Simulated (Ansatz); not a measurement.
# Ag (fcc, Cu type), scan of one atom of the cell

Starting cell, Ag (fcc, Cu type):

```xyz
4
Lattice="4.0548 0.0000 0.0000 0.0000 4.0548 0.0000 0.0000 0.0000 4.0548" Properties=species:S:1:pos:R:3 pbc="T T T"
Ag     0.0000     0.0000     0.0000
Ag     2.0274     2.0274     0.0000
Ag     2.0274     0.0000     2.0274
Ag     0.0000     2.0274     2.0274
```

In each cell atom 1 (Ag, nearest neighbour Ag at 2.867 Å; its periodic images, 4.1 Å or more away, move with it) moves by s·(-0.707, -0.707, 0.000) (towards the nearest neighbour), the rest being held.

Method: PBEsol (plane waves to 420 eV, PAW, scalar-relativistic; Ansatz, a quantum-chemistry and plane-wave program). k mesh 9×9×9 (Γ-centred), Fermi-Dirac smearing 0.05 eV. The energy includes the smearing's −TS. Left out: 2 of 11 points, with atoms too close for the PAW data. With partly filled bands, energies and forces of such displacements shift with the k mesh and the smearing. On this mesh the relaxed cell isn't quite at rest: it carries a pressure of -0.2 GPa (compression positive) at the zero of the scan. Ag was relaxed with its symmetry unable to fall. The PAW data are Ansatz's earlier set. ΔE is measured from the undisplaced structure.

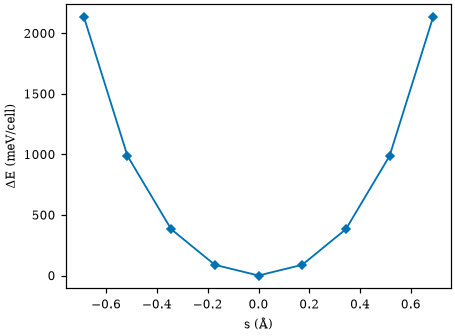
Fig. 1. ΔE (meV/cell) against s (Å); computed points joined by lines.

The energy at s = 0.688 Å is 2137 meV/cell and the force constant k = d²E/ds² at s = 0 (finite differences) is 5.77 eV/Å². The force along the line at s = -0.688 Å comes out as 9.04 eV/Å. Harmonic estimate at the end of the scan: ½ks² = 1367 meV/cell against the computed 2137 meV/cell, so the well is stiffer than harmonic there. Symmetry of the curve: even: the same for both signs.

With its periodic images moving along, the atom's site symmetry in this cell is m-3m.

(A displaced cell: forces are minus the slopes of the energy, force constants its curvatures, and phonons follow from these.)
